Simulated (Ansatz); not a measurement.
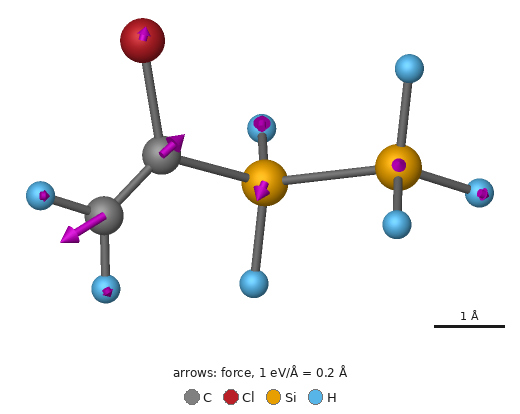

Starting geometry of C$_{2}$H$_{7}$ClSi$_{2}$ (coarse preliminary run) with the computed forces as purple arrows. Style: ball-and-stick. Shown from a free direction.

The start comes from a force field.

Computed with RKS PBE-D4/def2-SVP in Ansatz 0.2.0.

Input
```yaml
crystal:
  periodic: [false, false, false]
  atoms:
    - {symbol: C, position_ang: [-1.655400, 1.236700, 0.926000]}
    - {symbol: C, position_ang: [-0.437900, 1.168400, 0.488500]}
    - {symbol: Cl, position_ang: [0.751400, 2.088300, 1.343300]}
    - {symbol: Si, position_ang: [0.129500, 0.127300, -0.974200]}
    - {symbol: Si, position_ang: [1.300500, -1.685700, -0.244900]}
    - {symbol: H, position_ang: [-1.963700, 1.924500, 1.761900]}
    - {symbol: H, position_ang: [-2.499700, 0.762100, 0.436800]}
    - {symbol: H, position_ang: [-1.135200, -0.347900, -1.671000]}
    - {symbol: H, position_ang: [0.834900, 0.947700, -1.905500]}
    - {symbol: H, position_ang: [0.517200, -2.496500, 0.761400]}
    - {symbol: H, position_ang: [2.540000, -1.230900, 0.463100]}
    - {symbol: H, position_ang: [1.695500, -2.549200, -1.351400]}
basis:
  gaussian: {orbitals: def2-SVP}
hamiltonian: {xc: pbe, dispersion: d4}
relax: {f_tol: 0.03, max_steps: 200}
```

Launched with:
```bash
ansatz run in.yaml --threads 4 --pin off --events-out ev --progress --plain --max-ram 10444MiB
```

> Is this structure relaxed? If not, where do the atoms go?

It isn't relaxed: the largest force vector, on C1, is 3.98 eV/Å. The final displacements have little in common with the starting forces (cosine between the two patterns 0.16). Over 5 accepted moves (6 points after the start) the energy falls by 7.10 kcal/mol. The largest force component goes from 3.5 to 0.02 eV/Å. The line search rejected the trial step at point 4 of the run. The largest move after the best rigid fit is that of Cl3, 0.38 Å. By element the largest moves are Cl 0.38 Å, H 0.28 Å, C 0.19 Å, Si 0.10 Å. Some distances before and after: Si4–H9 1.428 → 1.505 Å, Si4–Si5 2.278 → 2.354 Å, C1–C2 1.296 → 1.346 Å, Si5–H12 1.458 → 1.506 Å. Among the angles between lasting bonds that change: H6–C1–H7 112.9° → 118.4°, Cl3–C2–Si4 118.1° → 112.9°, C2–C1–H7 123.8° → 119.3°.
